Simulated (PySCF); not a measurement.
# SO3 (SMILES O=S(=O)=O) at BHLYP/6-311+G(d,p)

Aim: the energy change on altering one bond length of SO3 at BHLYP/6-311+G**, from 2 runs. The job is set up through a Python script.

Program for the calculation: PySCF 2.14.0.

6 further runs of the same task are left out: 2 that didn't finish, 4 set aside as unsound or not needed.

### 1 The molecule

SO3 has 4 atoms, charge 0, and is taken as a singlet. SMILES: `O=S(=O)=O`. Geometry: relaxed at PBE0-D4/def2-TZVP.

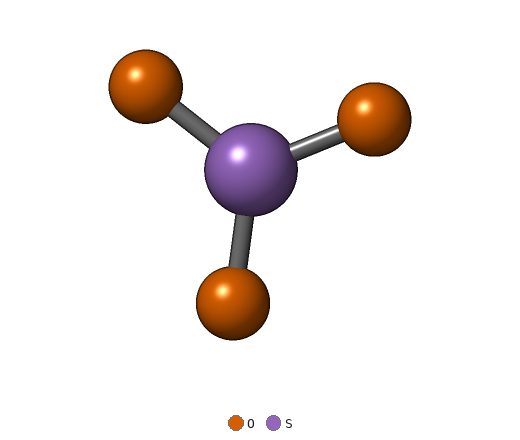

The structure, seen from a chosen angle (oxygen orange, sulfur purple).

### 2 A single-point energy at BHLYP/6-311+G(d,p)

calc.py

```python
# sulfur trioxide
from pyscf import gto, dft

mol = gto.M(
    atom=[
    ('O', (-1.121570, -0.684610, 0.536720)),
    ('S', (0.000010, -0.000030, -0.000040)),
    ('O', (1.308940, -0.327680, 0.440460)),
    ('O', (-0.187380, 1.012320, -0.977150)),
],
    max_memory=1860,
    basis='6-311+g**',
    spin=0,
    verbose=3,
)

ks = dft.RKS(mol, xc='bhandhlyp')
ks.conv_tol = 1e-10
ks.grids.level = 5
ks.kernel()
if not ks.converged:
    ks = ks.newton().run(ks.mo_coeff, ks.mo_occ)

e_final = ks.e_tot
print('E(%s) = %.9f' % ('BHLYP', e_final))
```

Run with:

```console
$ OMP_NUM_THREADS=1 python calc.py
```

Log:

```text
converged SCF energy = -623.710294227566
E(BHLYP) = -623.710294228
```

It took 14 s on 1 thread of Arm Neoverse V1, shared host; peak memory 0.48 GiB.

### 3 The distorted shape, same level

start.xyz

```xyz
4

O     -2.467478    -1.506113     1.180838
S      0.000010    -0.000030    -0.000040
O      1.308940    -0.327680     0.440460
O     -0.187380     1.012320    -0.977150
```

run.py

```python
from pyscf import gto, dft

mol = gto.M(
    atom='start.xyz',
    charge=0,
    basis='6-311+g**',
    verbose=3,
    max_memory=1860,
)

mf = dft.RKS(mol)
mf.xc = 'bhandhlyp'
mf.conv_tol = 1e-10
mf.grids.level = 5
mf.kernel()
if not mf.converged:
    mf = mf.newton().run(mf.mo_coeff, mf.mo_occ)

e_final = mf.e_tot
print('E(%s) = %.9f' % ('BHLYP', e_final))
```

Run with:

```console
$ OMP_NUM_THREADS=1 python run.py
```

Log:

```text
converged SCF energy = -623.523252184382
E(BHLYP) = -623.523252184
```

Wall time 20 s (1 thread of Arm Neoverse V1, shared host); peak memory 0.48 GiB.

### 4 Outcome

At BHLYP/6-311+G**:

```
                                                         quantity          value
                                        first shape: total energy  -623.71029 Eh
                                       first shape: dipole moment         0.00 D
                                         first shape: HOMO energy      -11.87 eV
                                         first shape: LUMO energy       -1.74 eV
                                       first shape: HOMO–LUMO gap       10.13 eV
                                    distorted shape: total energy  -623.52325 Eh
                                   distorted shape: dipole moment         1.40 D
                                     distorted shape: HOMO energy      -11.49 eV
                                     distorted shape: LUMO energy       -5.61 eV
                                   distorted shape: HOMO–LUMO gap        5.88 eV
energy change with the O1–S2 bond stretched from 1.419 to 3.123 Å       5.090 eV
```

What this shows: With the O1–S2 bond stretched from 1.419 to 3.123 Å the energy rises by 5.09 eV (491 kJ/mol). The first shape isn't relaxed at this level, so the change isn't measured from a minimum. A restricted reference can't describe the breaking bond well at this length. Mulliken charges (first shape) run from -0.21 on O1 to +0.63 on S2; in a basis this large or diffuse they mean little.
